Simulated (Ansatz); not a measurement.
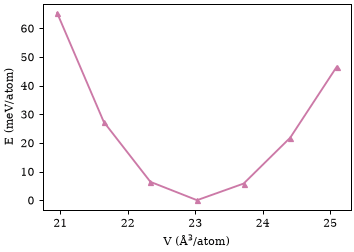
Figure. YAu (CsCl type, space group No. 221) under volume change, r²SCAN (plane waves, PAW; program Ansatz), scaled uniformly.

Task: What does a third-order Birch–Murnaghan fit give for V₀, B₀ and B′?

Result: V₀ = 23.03 Å³/atom, B₀ = 94.1 GPa, B′ = 4.6.

Space group Pm-3m (CsCl type). The workflow started from an entry of the Crystallography Open Database (COD). Its standing as an ambient phase is unchecked. Symmetry was held in the r²SCAN relaxation; its stability against distortions is not shown here. The run is not spin-polarised. Scalar-relativistic: spin–orbit coupling is off unless named, which matters more the heavier the elements.

Potentials: the later of the program's two PAW sets.
